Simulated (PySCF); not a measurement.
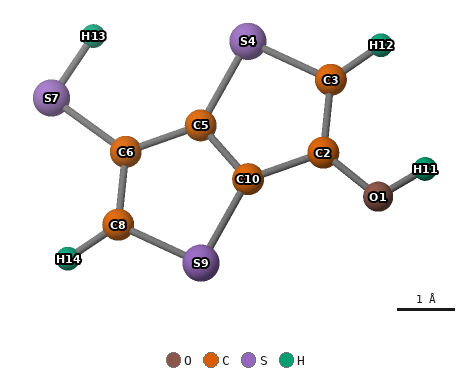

Fig. 1: The input geometry (ball-and-stick view, seen at a tilt; atoms are numbered from 1 in the order of the input).

**Run report: C₆H₄OS₃, NMR shielding calculation**

The run: NMR shielding calculation of C₆H₄OS₃, SMILES Oc1csc2c(S)csc12. Method and program: GIAO wB97X-D/pcSseg-1 NMR shielding, non-relativistic, IEF-PCM benzene (PySCF 2.14.0).

The geometry comes from this level: GFN2-xTB. Figures and captions count atoms from 1; the log counts them from 0 in places.

The program's output
```
coarse grid: 14960 points
cycle   1  E = -1500.4476976589  dE =  2.617e+00  |g| = 6.011e-01  |ddm| = 4.382e+00
cycle   2  E = -1500.4641528277  dE = -1.646e-02  |g| = 6.159e-01  |ddm| = 1.267e+00
cycle   3  E = -1500.5287350925  dE = -6.458e-02  |g| = 7.642e-02  |ddm| = 6.071e-01
cycle   4  E = -1500.5300047386  dE = -1.270e-03  |g| = 2.463e-02  |ddm| = 1.230e-01
cycle   5  E = -1500.5301525609  dE = -1.478e-04  |g| = 1.008e-02  |ddm| = 4.879e-02
cycle   6  E = -1500.5301809941  dE = -2.843e-05  |g| = 2.067e-03  |ddm| = 1.599e-02
cycle   7  E = -1500.5301824535  dE = -1.459e-06  |g| = 7.838e-04  |ddm| = 5.020e-03
final grid: 135184 points
cycle   8  E = -1500.6113229402  dE = -1.736e-04  |g| = 5.532e-03  |ddm| = 6.386e-02
cycle   9  E = -1500.6113268297  dE = -3.889e-06  |g| = 3.169e-03  |ddm| = 9.671e-03
cycle  10  E = -1500.6113282994  dE = -1.470e-06  |g| = 8.565e-04  |ddm| = 3.402e-03
cycle  11  E = -1500.6113284724  dE = -1.730e-07  |g| = 2.899e-04  |ddm| = 1.206e-03
cycle  12  E = -1500.6113284944  dE = -2.197e-08  |g| = 9.386e-05  |ddm| = 5.490e-04
cycle  13  E = -1500.6113284970  dE = -2.625e-09  |g| = 3.079e-05  |ddm| = 1.601e-04
cycle  14  E = -1500.6113284975  dE = -4.457e-10  |g| = 6.713e-06  |ddm| = 7.744e-05
```

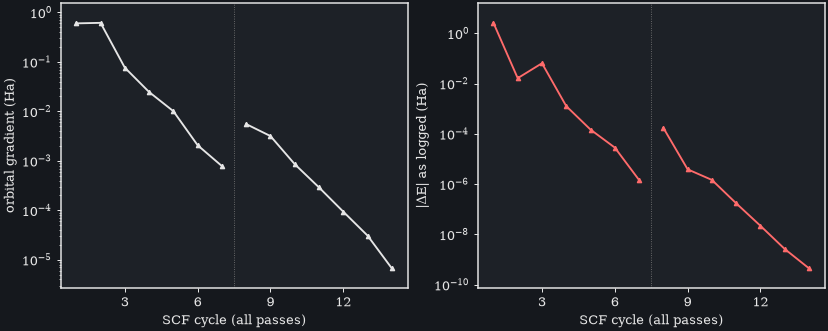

Fig. 2: Convergence of the self-consistent field: orbital gradient and size of the energy change against the SCF cycle. The dotted line marks the change from a coarse to the final integration grid. The first 7 cycles use a coarse grid, the final grid takes over at cycle 8, and the field converges after 14 cycles in all.

```
converged SCF energy = -1500.6113284975

GIAO shielding tensors (ppm)
atom      isotropic    diamagn.    paramagn.     s11        s22        s33       span
  0 O      235.709     383.875    -148.166    166.765    267.935    272.428    105.663
  1 C       31.007     248.572    -217.565    -44.668     39.323     98.365    143.033
  2 C       80.151     265.913    -185.762     14.807     95.114    130.531    115.724
  3 S      381.010    1057.418    -676.408    203.510    469.122    470.398    266.888
  4 C       39.476     264.688    -225.212    -15.858     26.759    107.526    123.384
  5 C       58.276     260.033    -201.756    -20.311     54.116    141.024    161.335
  6 S      549.436    1053.429    -503.993    319.994    539.853    788.460    468.465
  7 C       57.406     259.528    -202.122    -27.400     70.227    129.391    156.791
  8 S      320.051    1055.798    -735.747    152.515    364.984    442.655    290.140
  9 C       48.120     264.359    -216.238     -9.218     35.288    118.290    127.508
 10 H       26.557      28.579      -2.022     17.554     24.745     37.373     19.818
 11 H       25.578      31.485      -5.907     20.950     26.492     29.292      8.342
 12 H       27.755      28.517      -0.763     18.388     29.814     35.062     16.674
 13 H       24.823      31.136      -6.313     20.112     26.817     27.540      7.429
```

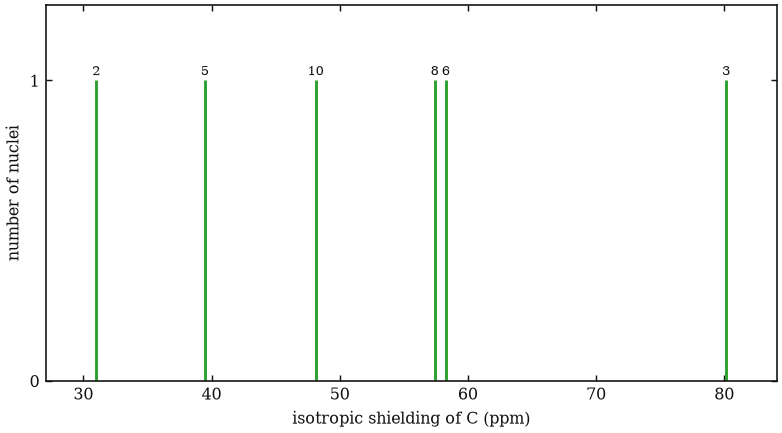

Fig. 3: Isotropic shieldings of the carbon nuclei in this fixed geometry, labelled by atom number; shielding grows to the right, so chemical shift grows to the left. The least shielded is C2 (31.0 ppm), the most shielded C3 (80.2 ppm).

The run was set up as follows.

Input file
```
{"job": {"xc": "wB97X-D", "basis": "pcSseg-1", "solvent": "benzene", "kind": "nmr", "pop": false}, "charge": 0, "multiplicity": 1}
O     -2.451964     1.326527     1.086415
C     -1.567217     0.375714     0.708232
C     -1.724337    -0.972278     0.822577
S     -0.374014    -1.883142     0.228579
C      0.442732    -0.419306    -0.192705
C      1.690252    -0.099242    -0.777770
S      2.890569    -1.278541    -1.294942
C      1.847251     1.249284    -0.891525
S      0.499285     2.159551    -0.298770
C     -0.315295     0.697182     0.121874
H     -3.239884     0.916539     1.460876
H     -2.564588    -1.502790     1.225870
H      2.174332    -2.337975    -0.923817
H      2.692200     1.768003    -1.297061
```

The first line tells a small driver script what to run in PySCF; the rest is the geometry in Å.

Launch command:
```bash
OMP_NUM_THREADS=1 python <driver script> task.json out
```

Key numbers

```tsv
quantity	value
outcome	converged
total energy	−1500.611328 hartree
HOMO	−7.73 eV
LUMO	0.63 eV
dipole moment	2.67 D
isotropic shielding, O	235.7 ppm
isotropic shielding, C	31.0 to 80.2 ppm
isotropic shielding, S	320.1 to 549.4 ppm
isotropic shielding, H	24.8 to 27.8 ppm
hardware	1 CPU thread, shared host
wall time	39 s
peak memory	1.2 GiB
```
